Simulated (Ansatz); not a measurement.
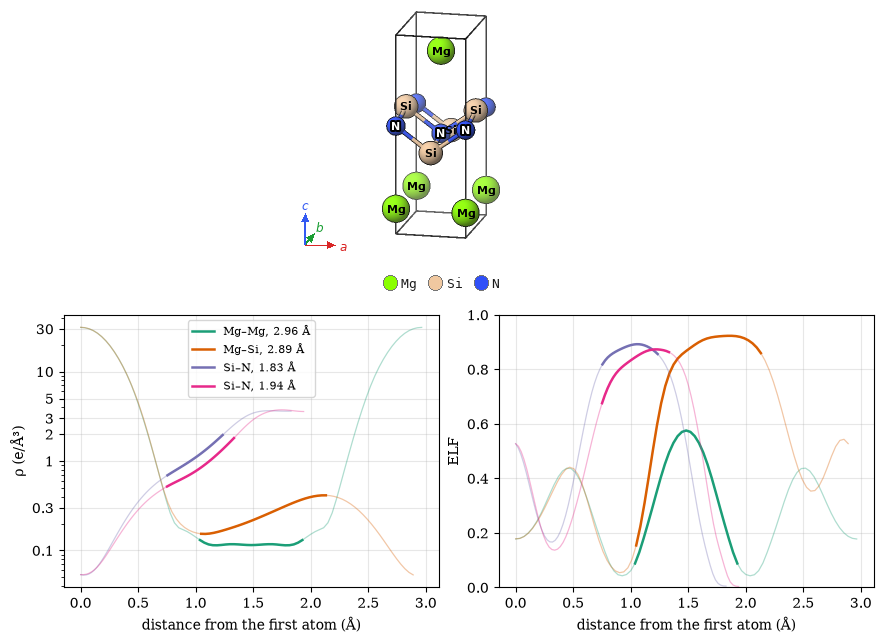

*MgSiN. Valence pseudo-density and electron localisation function along straight lines between neighbouring atoms. Thin, pale parts lie inside the atomic spheres. The structure is drawn too.*

Space group Pmmn; a structure generated by program, which may or may not match a known phase.

These are results of DFT PBE, scalar-relativistic, plane waves, PAW in Ansatz 0.2.0, not measurements.

The density is the valence pseudo-density of a PAW calculation; it isn't the true density close to the nuclei.

Input file:

```
crystal:
  lattice:
    - [2.9644641344, 0.0, 0.0]
    - [0.0, 3.8118311716, 0.0]
    - [0.0, 0.0, 8.4808013502]
  atoms:
    - { symbol: Mg, position: [0.5, 0.5, 0.8756683146] }
    - { symbol: Mg, position: [0.0, 0.0, 0.1243316854] }
    - { symbol: Si, position: [0.0, 0.5, 0.5837752996] }
    - { symbol: Si, position: [0.5, 0.0, 0.4162247004] }
    - { symbol: "N", position: [0.5, 0.5, 0.4575676658] }
    - { symbol: "N", position: [0.0, 0.0, 0.5424323342] }
basis:
  ecutwfc: 420
kpoints:
  mp_grid: { grid: [12, 10, 6] }
hamiltonian:
  xc: pbe
scf:
  occupations: { method: gaussian, width: 0.1 }
output:
  forces: true
  stress: true
  eigenvalues: true
  write_density: true
  write_potential: true
  elf: true
  volumetric_format: npy
relax:
  adjacent_minimum: "off"
  f_tol: 0.01
  max_steps: 80
  cell: { stress_tol: 0.05 }
```

Run with:

```sh
ansatz run input.yaml --threads 1 --pin off --max-ram 2560MiB --backend cpu --events-out ev --progress --plain --runs-dir out
```

Below, planes, directions and counts refer to the conventional cell (a = 2.96 Å, b = 3.81 Å, c = 8.54 Å, α = 90.00°, β = 90.00°, γ = 90.00°).

The fields are those of the relaxed geometry.

Q: What can be read from the curves?

A: Mg–Mg (2.96 Å): the density is about 0.11 e/Å³ at the midpoint; the ELF reaches about 0.60 near the midpoint.
Mg–Si (2.89 Å): ρ is about 0.21 e/Å³ halfway, with its minimum of 0.15 e/Å³ about 1.1 Å from Mg; the ELF peaks at about 0.90 in the valence shell of Si, 1.0 Å from its nucleus, and is about 0.85 at the midpoint.
Si–N (1.83 Å): ρ at the midpoint is about 0.93 e/Å³; the ELF peaks at about 0.90 between the atoms.
Si–N (1.94 Å): ρ at the midpoint is about 0.73 e/Å³; the ELF peaks at about 0.85 between the atoms.
